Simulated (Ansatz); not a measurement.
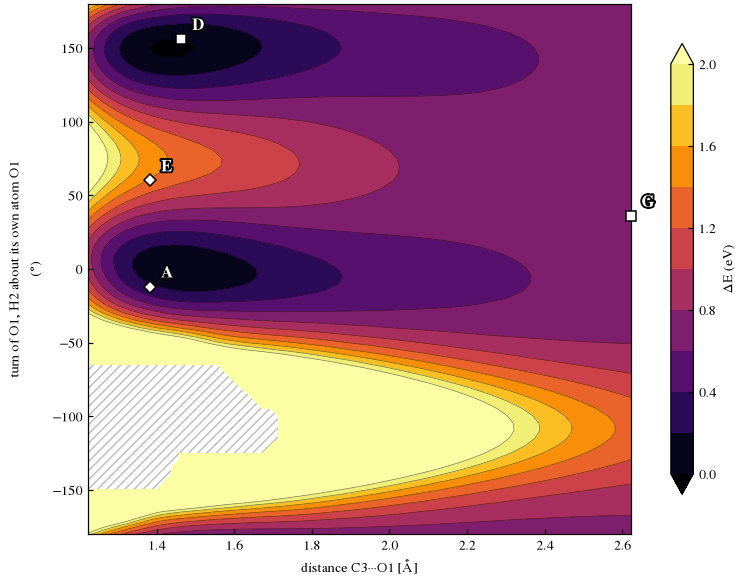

CHO2, charge −1. The turn is about an axis along (−0.83, 0.55, 0.02) in the frame of the relaxed pair, normal to the line between the partners. The first coordinate is: distance C3···O1; the second: turn of O1, H2 about its own atom O1. The grid has 15 × 15 points. At 17 points there is no value (left out of the scan, as a rule where atoms come close). Points are written as (first, second). All energies are given in eV relative to the lowest grid point. Theory: RHF/def2-TZVPD in Ansatz 0.2.0.

The picture shows filled contours, one colour for all values above the top of the scale, hatched blanks where no value was computed, lettered points. Between grid points the surface is interpolated.

Rank the lettered points by energy, lowest first.

Answer. D (0.00 eV), A (0.23 eV), G (0.70 eV), E (1.38 eV).
